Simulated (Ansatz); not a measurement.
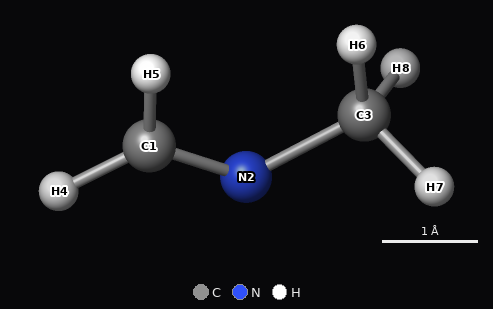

**Figure 1.** The structure (ball-and-stick view, seen at a tilt; atoms are numbered from 1 in the order of the input). Bond lengths as drawn: C–H 1.09 to 1.10 Å and C–N 1.26 to 1.44 Å.

## Two runs on C₂H₅N

System: C₂H₅N.
Method of run 1: RKS PBE-D4/def2-TZVPP (Ansatz 0.2.0).

The geometry comes from this level: PBE0-D4/def2-TZVPP. Text and figures count atoms from 1; the logs count them from 0 in places.

### Input, run 1
```yaml
crystal:
  periodic: [false, false, false]
  atoms:
    - { symbol: C, position_ang: [1.13533493, 0.06046469, 0.27372401] }
    - { symbol: "N", position_ang: [0.02764869, -0.50668573, 0.0969502] }
    - { symbol: C, position_ang: [-1.08468181, 0.30273194, -0.32471775] }
    - { symbol: H, position_ang: [1.99311321, -0.52947455, 0.59289078] }
    - { symbol: H, position_ang: [1.29094025, 1.13787916, 0.12188331] }
    - { symbol: H, position_ang: [-0.83509939, 1.36579632, -0.45085144] }
    - { symbol: H, position_ang: [-1.47193827, -0.0875308, -1.26885787] }
    - { symbol: H, position_ang: [-1.89082761, 0.20965895, 0.40681877] }
basis:
  gaussian: { orbitals: def2-TZVPP }
hamiltonian:
  xc: pbe
  dispersion: d4
```

Command:
```bash
ansatz run input.yaml --threads 4 --pin off --max-ram 10240MiB --backend cpu --events-out ev --progress --plain --runs-dir out
```

Hardware: 4 threads of Intel Xeon @ 2.50GHz (Skylake/Cascade Lake), 189 GiB of memory available, shared host.

### Output (run 1)
```
Engine: ansatz 0.2.0, x86_64-unknown-linux-gnu
Functional definition: PBE
  parameter kappa = 0.804
  parameter beta = 0.06672455060314922
  exchange = pbe_x(kappa = kappa, mu = beta*pi^2/3)
  correlation = pbe_c(beta = beta)
810 factors; their error is unknown
mean field evaluation 1: about -3631.9907 eV, gradient 6.3e1 eV
mean field evaluation 2: about -3610.0692 eV, gradient 1.1e2 eV
mean field evaluation 4: about -3641.1084 eV, gradient 9.8e0 eV
mean field evaluation 8: about -3641.2879 eV, gradient 5.3e-1 eV
mean field evaluation 16: about -3641.2883 eV, gradient 3.7e-5 eV
mean field -3641.28829137 eV, -133.8148765540 hartree, gradient 3.7e-5 eV, S^2 0.000000; 0 other end points of the search recorded, 0 dependent functions left out
reference -3641.28832719 eV, -133.8148778703 hartree; 12, 12 occupied and 151, 151 virtual orbitals, 810 factors
Total energy: -3641.38375883 eV, -133.8183849183 hartree
```

For run 2 the input was changed thus:
```diff
-  xc: pbe
+  xc: { name: B3LYP }
```

Predict how the results change.

The total energies belong to different methods, so their difference says nothing on which is more stable or more accurate. The functional changes from PBE to B3LYP.

### Output (run 2)
```
Engine: ansatz 0.2.0, x86_64-unknown-linux-gnu
Functional definition: B3LYP
  parameter a0 = 0.2
  parameter ax = 0.72
  parameter ac = 0.81
  exchange = (1 - a0 - ax)*slater_x + ax*b88_x + a0*exact_x
  correlation = (1 - ac)*vwn_rpa_c + ac*lyp_c
810 factors; their error is unknown
mean field evaluation 1: about -3639.3483 eV, gradient 5.5e1 eV
mean field evaluation 2: about -3631.6683 eV, gradient 7.8e1 eV
mean field evaluation 4: about -3646.2815 eV, gradient 4.4e0 eV
mean field evaluation 8: about -3646.3230 eV, gradient 5.6e-2 eV
mean field evaluation 16: about -3646.3141 eV, gradient 3.7e-5 eV
mean field -3646.31412676 eV, -133.9995725979 hartree, gradient 3.7e-5 eV, S^2 0.000000; 0 other end points of the search recorded, 0 dependent functions left out
reference -3646.31436183 eV, -133.9995812365 hartree; 12, 12 occupied and 151, 151 virtual orbitals, 810 factors
Total energy: -3646.46691761 eV, -134.0051875580 hartree
```

### The two runs side by side

```tsv
quantity	run 1	run 2
outcome	converged	converged
total energy (hartree)	−133.818385	−134.005188
basis functions	163	163
wall time (shared host)	1.4 s	2.2 s
```
